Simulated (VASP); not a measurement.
Energy against volume of BaF2 (fluorite). Level of theory: LDA (Ceperley-Alder, Perdew-Zunger), VASP's LDA PAW potentials (set 64) (plane waves; VASP 6.6.1).

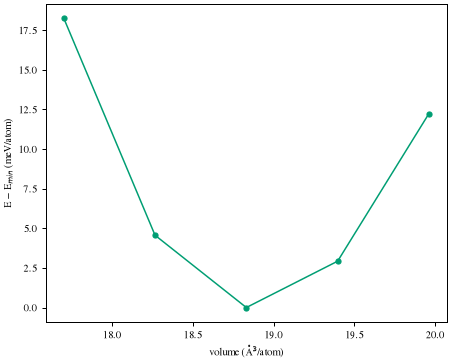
Figure. Energy against volume

Task: Estimate the equilibrium volume and the bulk modulus.

Result: The minimum lies near 18.9 Å³/atom, and the curvature gives B0 of about 71 GPa.

Measured: bulk modulus 57.0 GPa (computed value off by +23.8 %), as given by On the Morphology of Group II Metal Fluoride Nanocrystals at Finite Temperature and Partial Pressure of HF, PMC6154342. The calculation is for a static lattice, while the measured bulk modulus holds thermal and zero-point effects, which are part of the difference.

The compound is BaF2 in the fluorite structure. It was relaxed first.
